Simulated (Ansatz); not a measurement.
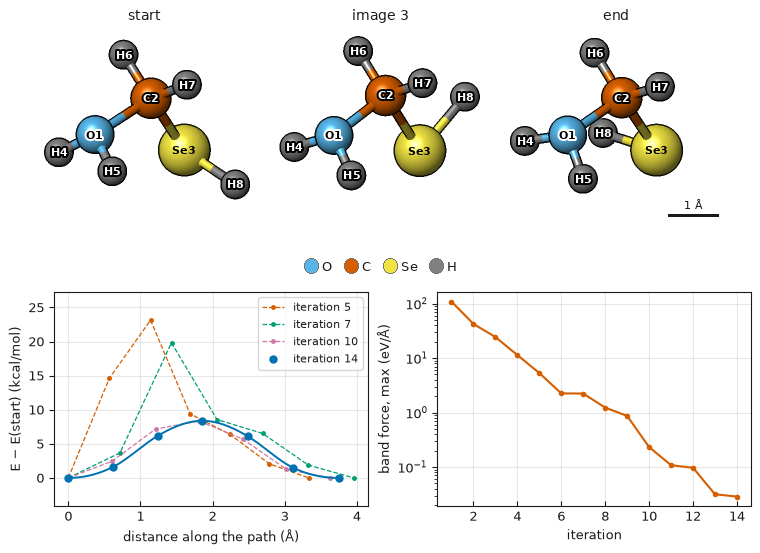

A nudged-elastic-band calculation for CH$_{5}$OSe (charge +1). Images are numbered from 0 (start) to 6 (end). The plot follows the band through its iterations. A ball-and-stick model, seen at a tilt.

Computed with RKS B3LYP-D4/def2-SVP (Ansatz 0.2.0). Set-up: 5 movable images; climbing image; force threshold 0.03 eV/Å; iteration limit 60; starting path through a guess of the saddle point.

Did the band converge, and can the barrier be trusted?

Answer. The result is final at these settings. The band converged in 14 iterations. The largest component of the band force went from 110 to 0.029 eV/Å. The climbing image converged on the top of the path. Its vibrational analysis gives one imaginary mode (300i cm⁻¹), as a transition state must have. The first iteration put the highest image at 705.4 kcal/mol. The two ends have the same energy, and the highest point, image 3, lies 8.4 kcal/mol above the start.

The run took 79 s on 1 thread of AMD EPYC 9R45 96-Core Processor (Zen 5) (shared host), peak memory 0.19 GiB.
